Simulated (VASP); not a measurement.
# BaCdTeSe: structure and properties in VASP, part 3 of 4

What structure does BaCdTeSe take at this level, and what are its properties? The cell is invented: it takes the structure of a Materials Project entry for ZnCdTeSe (space group 160 there), with some of its atoms replaced by other elements, volume scaled by an estimate. It may not be a known or stable phase. The atoms of the start are displaced at random from the sites of a R3m cell.

VASP 6.6.1, plane waves and PAW; the level of theory is named at each step.

So far, gap on the k-mesh (eV): step 2 (rough relaxation of the start cell) 1.00; step 3 (full relaxation (PBE)) 1.02.

### 5. Band structure (PBE)

Level of this step: PBE; plane waves and PAW (Ba_sv, Te, Cd, Se); invented cell (VASP).

Levels along the symmetry lines show where the bands peak and cross; KPOINTS_OPT computes them in the converged potential.

Contents of INCAR:

```
SYSTEM = BaCdTeSe
PREC = Accurate
ENCUT = 400
EDIFF = 1E-06
NELM = 100
ISMEAR = 0
SIGMA = 0.05
LREAL = .FALSE.
ALGO = Normal
GGA = PE
NBANDS = 31
LORBIT = 11
LWAVE = .FALSE.
LCHARG = .FALSE.
KPAR = 2
```

Contents of POSCAR:

```
BaCdTeSe
1.0
    2.4881946487      1.4140746623      8.2306195998
   -2.4269177848      1.4138177808      8.2115205448
    0.0304224593     -2.8423580075      8.2235308711
Ba Te Cd Se
1 1 1 1
Direct
    0.6314256174      0.6264675803      0.6297972312
    0.4842020786      0.4941031201      0.4873692381
    0.1172088229      0.1246129398      0.1195292332
    0.0121644811      0.0105473599      0.0117112975
```

Contents of KPOINTS:

```
Automatic mesh
0
Gamma
6 6 6
0 0 0
```

Contents of KPOINTS_OPT:

```
Line mode
16
Line-mode
Reciprocal
 -0.50000000  -0.50000000  -0.50000000 X
  0.00000000   0.00000000   0.00000000 GAMMA

  0.00000000   0.00000000   0.00000000 GAMMA
  0.50000000   0.00000000   0.00000000 Y

  0.00000000  -0.50000000  -0.50000000 L
  0.00000000   0.00000000   0.00000000 GAMMA

  0.00000000   0.00000000   0.00000000 GAMMA
  0.00000000   0.00000000   0.50000000 Z

 -0.50000000  -0.50000000   0.00000000 N
  0.00000000   0.00000000   0.00000000 GAMMA

  0.00000000   0.00000000   0.00000000 GAMMA
  0.50000000   0.00000000   0.50000000 M

  0.00000000  -0.50000000   0.00000000 R
  0.00000000   0.00000000   0.00000000 GAMMA
```

Potentials, in the order of the species: Ba_sv, Te, Cd and Se (PBE family, release 64).

Launch:

```console
> mpirun -np 2 vasp_std
```

The program printed:

```text
[... set-up lines as in an earlier step ...]
 entering main loop
       N       E                     dE             d eps       ncg     rms          rms(c)
DAV:   1     0.177765095636E+03    0.17777E+03   -0.11867E+04  6952   0.743E+02
DAV:   2    -0.245506258929E+01   -0.18022E+03   -0.17159E+03  8524   0.193E+02
DAV:   3    -0.143419999528E+02   -0.11887E+02   -0.11789E+02  9568   0.489E+01
DAV:   4    -0.146554989939E+02   -0.31350E+00   -0.31286E+00  9876   0.598E+00
DAV:   5    -0.146576451548E+02   -0.21462E-02   -0.21461E-02  8851   0.473E-01    0.612E+00
DAV:   6    -0.136471542463E+02    0.10105E+01   -0.10268E+00  8026   0.716E+00    0.472E+00
DAV:   7    -0.135367458477E+02    0.11041E+00   -0.72790E-01  8492   0.340E+00    0.216E+00
DAV:   8    -0.135410561979E+02   -0.43104E-02   -0.84254E-02  8944   0.171E+00    0.617E-01
DAV:   9    -0.135448946169E+02   -0.38384E-02   -0.12428E-02  8447   0.746E-01    0.182E-01
DAV:  10    -0.135473230743E+02   -0.24285E-02   -0.37630E-03  8176   0.293E-01    0.150E-01
DAV:  11    -0.135484992334E+02   -0.11762E-02   -0.10132E-03  8232   0.124E-01    0.464E-02
DAV:  12    -0.135487981005E+02   -0.29887E-03   -0.38681E-04  8239   0.768E-02    0.210E-02
DAV:  13    -0.135488371021E+02   -0.39002E-04   -0.54528E-05  8232   0.274E-02    0.868E-03
DAV:  14    -0.135488455993E+02   -0.84973E-05   -0.10019E-05  8134   0.106E-02    0.347E-03
DAV:  15    -0.135488463711E+02   -0.77177E-06   -0.66301E-07  6953   0.332E-03
   1 F= -.13548846E+02 E0= -.13548846E+02  d E =-.950986E-12
 Start KPOINTS_OPT (optional k-point list driver)
k-point batch [1-112\112]
       N       E                     dE             ncg
DAV:   1    -0.499818756679E+04   -0.42921E+05     6944
DAV:   2    -0.253539686696E+05   -0.20356E+05     8886
DAV:   3    -0.265690328459E+05   -0.12151E+04     9104
DAV:   4    -0.265941086733E+05   -0.25076E+02     9709
DAV:   5    -0.265942618175E+05   -0.15314E+00     8520
DAV:   6    -0.265942661322E+05   -0.43147E-02     9418
DAV:   7    -0.265942661861E+05   -0.53928E-04     7799
DAV:   8    -0.265942661876E+05   -0.14884E-05     5173
DAV:   9    -0.265942661878E+05   -0.19436E-06     4768
```

It took 11 min on 2 MPI ranks of Intel Xeon 6975P-C (Granite Rapids), shared host; peak memory 1.7 GiB; 21 min of CPU time.

OUTCAR, selected parts (step 5):

```text
   k-points           NKPTS =    112   k-points in BZ     NKDIM =    112   number of bands    NBANDS=     31

   NELECT =      34.0000    total number of electrons

 E-fermi :   0.7224

 k-point     1 :       0.0000    0.0000    0.0000
  band No.  band energies     occupation
    ...
     13      -0.4700      2.00000
     14      -0.4685      2.00000
     15       0.1164      2.00000
     16       0.4440      2.00000
     17       0.4448      2.00000
     18       1.5237      0.00000
     19       3.8831      0.00000
     20       4.5855      0.00000
     21       4.5942      0.00000
     22       5.5835      0.00000
    ...

  Total       -0.0044101     -0.0071599      0.0217503     -0.0043379     -0.0038259      0.0092118
  in kB       -0.0410796     -0.0666942      0.2026027     -0.0404071     -0.0356380      0.0858072
  external PRESSURE =       0.0316096 kB  Pullay stress =       0.0000000 kB

 POSITION                                       TOTAL-FORCE (eV/Angst)
 -----------------------------------------------------------------------------------
      0.06988     -0.01152     15.52043         0.001635     -0.000045      0.006935
      0.02047     -0.00201     12.05052        -0.001711     -0.000229      0.001063
     -0.00715      0.00218      2.97092        -0.000816      0.000462     -0.002515
      0.00503     -0.00117      0.28304         0.000892     -0.000188     -0.005483
 -----------------------------------------------------------------------------------
    total drift:                                0.000031      0.000220      0.001165

  FREE ENERGIE OF THE ION-ELECTRON SYSTEM (eV)
  ---------------------------------------------------
  free  energy   TOTEN  =       -13.5488463711 eV

  energy  without entropy=      -13.5488463711  energy(sigma->0) =      -13.54884637

[... 8 parts as in an earlier step ...]

[... 8 further parts left out ...]
```

Spin-orbit coupling is off here; with elements this heavy it splits and shifts levels by tenths of an eV or more.

This step gave:

| Quantity | Value |
| --- | --- |
| SCF cycles | 15 |
| bands | 31 |
| Fermi energy | 0.7224 eV |
| pressure | 0.003161 GPa |
| least gap on mesh and path | 1.021 eV |
| least direct gap on mesh and path | 1.079 eV |

Electronic bands along the path, in eV, zero at the valence-band top; v1 is the highest filled band, c1 the lowest empty one:

```
    point     v4     v3     v2     v1    c1    c2    c3    c4
        X  -1.01  -0.62   0.00   0.00  1.51  3.38  4.30  4.30
        Γ  -0.97  -0.39  -0.06  -0.06  1.02  3.38  4.08  4.09
        Y  -1.07  -0.89  -0.54  -0.33  2.74  3.25  3.77  4.53
jump to L  -0.93  -0.87  -0.50  -0.34  2.26  2.92  4.27  4.86
        Γ  -0.97  -0.39  -0.06  -0.06  1.02  3.38  4.08  4.09
        Z  -1.07  -0.89  -0.54  -0.33  2.74  3.25  3.77  4.52
jump to N  -0.93  -0.87  -0.50  -0.33  2.25  2.93  4.27  4.86
        Γ  -0.97  -0.39  -0.06  -0.06  1.02  3.38  4.08  4.09
        M  -0.93  -0.87  -0.50  -0.33  2.24  2.95  4.27  4.86
jump to R  -1.07  -0.89  -0.54  -0.33  2.74  3.25  3.76  4.49
        Γ  -0.97  -0.39  -0.06  -0.06  1.02  3.38  4.08  4.09
```

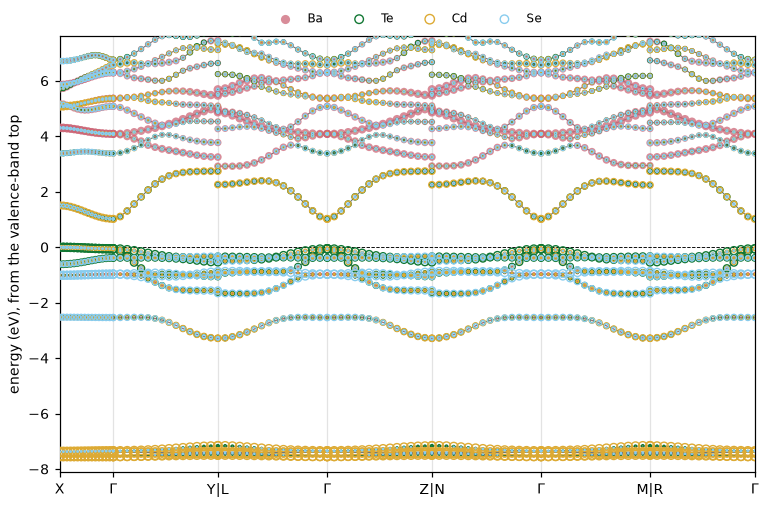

Electronic bands along the path; dots are coloured as in the legend, and their area grows with the weight.

The path finds the gap of the mesh within 0.02 eV, so the mesh comes close to both band edges.

### 6. Total and projected DOS (PBE)

Here the states are counted by energy and projected on the atoms. The mesh is finer than in the run before.

Edit INCAR of step 5 so:

```diff
@@ -5,3 +5,3 @@
 NELM = 100
-ISMEAR = 0
+ISMEAR = -5
 SIGMA = 0.05
@@ -15 +15,2 @@
 KPAR = 2
+NEDOS = 2001
```

POSCAR is that of step 5.

Contents of KPOINTS:

```
Automatic mesh
0
Gamma
9 9 9
0 0 0
```

Launch:

```console
> mpirun -np 2 vasp_std
```

The program printed:

```text
[... set-up lines as in an earlier step ...]
 entering main loop
       N       E                     dE             d eps       ncg     rms          rms(c)
DAV:   1     0.178546678431E+03    0.17855E+03   -0.11885E+04 22630   0.743E+02
DAV:   2    -0.258257822695E+01   -0.18113E+03   -0.17304E+03 27764   0.193E+02
DAV:   3    -0.143553735705E+02   -0.11773E+02   -0.11676E+02 31022   0.488E+01
DAV:   4    -0.146575788404E+02   -0.30221E+00   -0.30158E+00 32379   0.589E+00
DAV:   5    -0.146593841567E+02   -0.18053E-02   -0.18053E-02 28924   0.452E-01    0.612E+00
DAV:   6    -0.136499044764E+02    0.10095E+01   -0.10247E+00 26406   0.715E+00    0.471E+00
DAV:   7    -0.135397664166E+02    0.11014E+00   -0.73118E-01 27749   0.341E+00    0.216E+00
DAV:   8    -0.135439780812E+02   -0.42117E-02   -0.84526E-02 29091   0.171E+00    0.617E-01
DAV:   9    -0.135477725702E+02   -0.37945E-02   -0.12362E-02 27406   0.745E-01    0.183E-01
DAV:  10    -0.135502004345E+02   -0.24279E-02   -0.37709E-03 26669   0.291E-01    0.150E-01
DAV:  11    -0.135513676864E+02   -0.11673E-02   -0.98759E-04 26928   0.123E-01    0.478E-02
DAV:  12    -0.135516780820E+02   -0.31040E-03   -0.39963E-04 26725   0.778E-02    0.207E-02
DAV:  13    -0.135517174386E+02   -0.39357E-04   -0.55564E-05 26935   0.277E-02    0.853E-03
DAV:  14    -0.135517258091E+02   -0.83705E-05   -0.97430E-06 26459   0.105E-02    0.364E-03
DAV:  15    -0.135517266087E+02   -0.79964E-06   -0.69214E-07 23310   0.338E-03
   1 F= -.13551727E+02 E0= -.13551727E+02  d E =0.000000E+00
```

Run time: 23 min. Hardware: 2 MPI ranks; peak memory 3.1 GiB; 46 min of CPU time.

Parts of OUTCAR (step 6):

```text
   k-points           NKPTS =    365   k-points in BZ     NKDIM =    365   number of bands    NBANDS=     31

   NELECT =      34.0000    total number of electrons

 E-fermi :   0.5032

 k-point     1 :       0.0000    0.0000    0.0000
  band No.  band energies     occupation
    ...
     13      -0.4694      2.00000
     14      -0.4679      2.00000
     15       0.1150      2.00000
     16       0.4408      2.00000
     17       0.4416      2.00000
     18       1.5228      0.00000
     19       3.8832      0.00000
     20       4.5856      0.00000
     21       4.5943      0.00000
     22       5.5836      0.00000
    ...

  Total       -0.0119531     -0.0147188      0.0267257     -0.0042655     -0.0038319      0.0092737
  in kB       -0.1113420     -0.1371041      0.2489483     -0.0397326     -0.0356943      0.0863840
  external PRESSURE =       0.0001674 kB  Pullay stress =       0.0000000 kB

 POSITION                                       TOTAL-FORCE (eV/Angst)
 -----------------------------------------------------------------------------------
      0.06988     -0.01152     15.52043         0.001666     -0.000051      0.007510
      0.02047     -0.00201     12.05052        -0.001742     -0.000222     -0.001499
     -0.00715      0.00218      2.97092        -0.000807      0.000459     -0.000492
      0.00503     -0.00117      0.28304         0.000884     -0.000186     -0.005520
 -----------------------------------------------------------------------------------
    total drift:                                0.000030      0.000221      0.001108

  FREE ENERGIE OF THE ION-ELECTRON SYSTEM (eV)
  ---------------------------------------------------
  free  energy   TOTEN  =       -13.5517266087 eV

  energy  without entropy=      -13.5517266087  energy(sigma->0) =      -13.55172661

[... 6 parts as in an earlier step ...]

[... 10 further parts left out ...]
```

This step gave:

```yaml
irreducible_k_points: 365
fermi_energy: 0.5032 eV
pressure: 1.67e-5 GPa
valence_top_at_k: 0.4444, 0.4444, 0.4444
gap_on_the_k_mesh: 1.024 eV
least_direct_gap_on_the_k_mesh: 1.081 eV
```

The density of states has structure finer than the step of the table below, so its rows give means over 1 eV, whole bins alone (the curve runs from -12.0 to 5.64 eV). Peaks (eV: height): total -9.6: 17.3, -7.4: 50.9, -0.9: 12.6, -0.3: 18.6; Se p -2.5: 0.469, -1.6: 1.74, -0.9: 3.87, -0.3: 2.94; Te p -3.2: 0.889, -1.6: 1.19, -0.9: 1.17, -0.3: 5.02; Cd s -3.2: 1.26, 2.9: 0.448, 3.9: 0.242; Cd d -7.4: 48.0.

States under -12.0 eV and over 5.6 eV are left out. The density of states by energy, zero at the valence-band top; means over each step; 7 of 8 lines; values in states/eV/cell:

```
energy (eV)   total     Se p     Te p     Cd s     Cd d     Ba p     Te s
        -11   0.821   8.2e-4   8.5e-5  0.00370   0.0160    0.187  0.00612
        -10    2.92  0.00209   4.5e-4   0.0190    0.158    0.340     1.02
         -9   0.260   1.8e-5   5.2e-5  0.00107   0.0225  0.00472    0.153
         -8    1.34  0.00176  0.00823   2.1e-4     1.24   7.4e-4   2.9e-4
         -7    8.67   0.0157   0.0149  0.00353     7.98  0.00754    0.113
         -6       0        0        0        0        0        0        0
         -5       0        0        0        0        0        0        0
         -4       0        0        0        0        0        0        0
         -3    1.93    0.186    0.254    0.378   0.0137  0.00768   0.0282
         -2    1.23    0.235    0.177   0.0115   0.0103  0.00617  0.00337
         -1    5.86     1.55    0.747   0.0150   0.0733   0.0749  0.00729
          0    2.99    0.434    0.835  0.00503   0.0608   0.0423   8.8e-4
          1  0.0186   3.4e-4  0.00160  0.00367   7.2e-5   3.7e-5  0.00171
          2   0.504  0.00955   0.0562   0.0925  0.00280  0.00184   0.0272
          3    3.23   0.0618    0.178    0.244   0.0161   0.0368   0.0374
          4    3.52    0.121    0.102   0.0830   0.0142   0.0145   0.0268
          5    4.05   0.0983    0.131   0.0403   0.0224   0.0220   0.0174
```

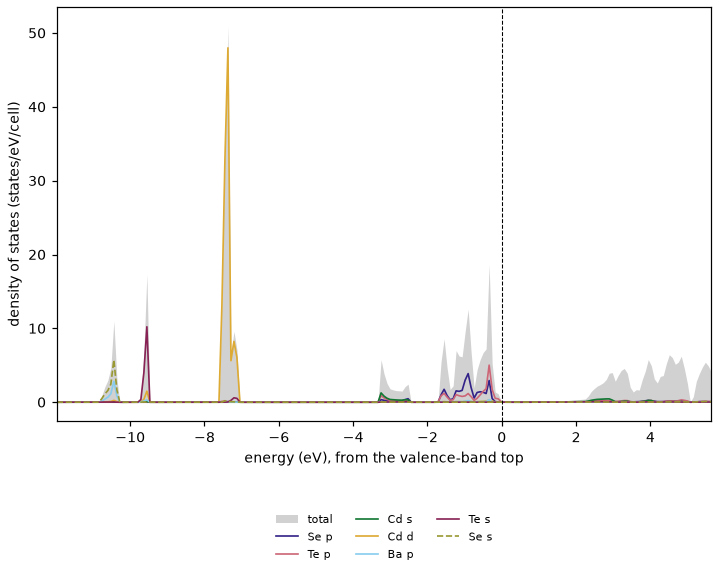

Density of states, plotted against energy.

The gap on this mesh is 1.02 eV. In the top eV of the valence band the largest shares in the PAW spheres are Se p 22 % and Te p 19 %. The rest lies in smaller channels or between the spheres.

### 7. Starting orbitals for the hybrid

A hybrid converges badly from random orbitals, so a cheap semilocal run writes a WAVECAR on the same mesh first.

Contents of INCAR:

```
SYSTEM = BaCdTeSe
PREC = Accurate
ENCUT = 400
EDIFF = 1E-05
NELM = 100
ISMEAR = 0
SIGMA = 0.05
LREAL = .FALSE.
ALGO = Normal
GGA = PE
NBANDS = 23
LORBIT = 11
LWAVE = .TRUE.
LCHARG = .FALSE.
KPAR = 2
```

POSCAR is that of step 6.

Contents of KPOINTS:

```
Automatic mesh
0
Gamma
3 3 3
0 0 0
```

Launch:

```console
> mpirun -np 2 vasp_std
```

The program printed:

```text
[... set-up lines as in an earlier step ...]
 entering main loop
       N       E                     dE             d eps       ncg     rms          rms(c)
DAV:   1     0.192870534510E+03    0.19287E+03   -0.12347E+04   644   0.100E+03
DAV:   2    -0.169774305798E+00   -0.19304E+03   -0.18672E+03   811   0.241E+02
DAV:   3    -0.142465620210E+02   -0.14077E+02   -0.14011E+02   962   0.678E+01
DAV:   4    -0.145702684082E+02   -0.32371E+00   -0.32346E+00   959   0.808E+00
DAV:   5    -0.145736174512E+02   -0.33490E-02   -0.33489E-02   874   0.766E-01    0.614E+00
DAV:   6    -0.135341321091E+02    0.10395E+01   -0.19019E+00   833   0.975E+00    0.471E+00
DAV:   7    -0.134230015740E+02    0.11113E+00   -0.10428E+00   840   0.463E+00    0.231E+00
DAV:   8    -0.134277510731E+02   -0.47495E-02   -0.11762E-01   840   0.250E+00    0.580E-01
DAV:   9    -0.134312108453E+02   -0.34598E-02   -0.16608E-02   826   0.108E+00    0.188E-01
DAV:  10    -0.134344124768E+02   -0.32016E-02   -0.60199E-03   808   0.434E-01    0.160E-01
DAV:  11    -0.134357444158E+02   -0.13319E-02   -0.16166E-03   742   0.187E-01    0.472E-02
DAV:  12    -0.134359329726E+02   -0.18856E-03   -0.24750E-04   835   0.771E-02    0.261E-02
DAV:  13    -0.134359767758E+02   -0.43803E-04   -0.40259E-05   665   0.288E-02    0.104E-02
DAV:  14    -0.134359902164E+02   -0.13441E-04   -0.15651E-05   644   0.187E-02    0.338E-03
DAV:  15    -0.134359928451E+02   -0.26288E-05   -0.35593E-06   595   0.870E-03
   1 F= -.13435993E+02 E0= -.13435993E+02  d E =-.412596E-20
 writing wavefunctions
```

Run time: 52 s. Hardware: 2 MPI ranks; peak memory 0.94 GiB; 1.7 min of CPU time.

[end of part 3 of 4]

[Lines on the potential files, build, host, timing and source positions are cut from VASP's logs without a mark.]

[Logs are printed without paths, hosts, clocks, repeated set-up lines and the standing remarks that a program may print on its own settings, such as how far it seeks lower states.]

[Hosts, paths, dates, database ids (printed as entryN), source tags and the programs' standing remarks are cut or masked in the printed files.]

[A measured line is paired with the nearest computed mode of its activity, which favours agreement.]
